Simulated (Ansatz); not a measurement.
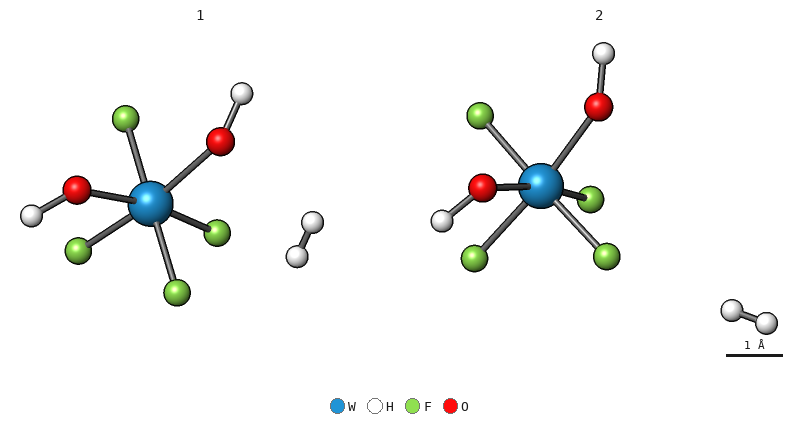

Two geometries of WH4O2F4, drawn at one scale. One is the start of a relaxation, the other its converged end. A ball-and-stick model, seen face on.

Theory: RKS revPBE/def2-SVP in Ansatz 0.2.0. Set-up: no spin polarisation; force threshold 0.03 eV/Å; at most 50 steps.

Question: Which geometry has the lower energy?

Answer: Structure 2 is the relaxed one. The run prepares an end point of a later path (reaction) calculation, from a guessed geometry. An H atom moves most after the best rigid fit: 2.34 Å. By element the largest moves are H 2.34 Å, F 0.95 Å, O 0.91 Å, W 0.43 Å. Near-neighbour distances that change, for instance: H–W 2.938 → 4.575 Å, H–H 0.718 → 0.767 Å, O–W 1.911 → 1.871 Å, O–W 1.882 → 1.894 Å. Bond angles that change, for instance: W–O–H 133.6° → 143.8°, W–O–H 134.9° → 128.3°, F–W–O 97.2° → 92.7°. Over 35 accepted moves (38 points after the start) the energy falls by 0.399 eV. The largest force component goes from 1.5 to 0.027 eV/Å. The line search rejected the trial steps at points 11, 14, 16 of the run. The forces were under the threshold at step 15, but the run went on from there.

Limits of the set-up: the start holds two separate molecules, 2.2 Å apart at their closest, whose relative position is a soft coordinate and is computed without a dispersion correction.
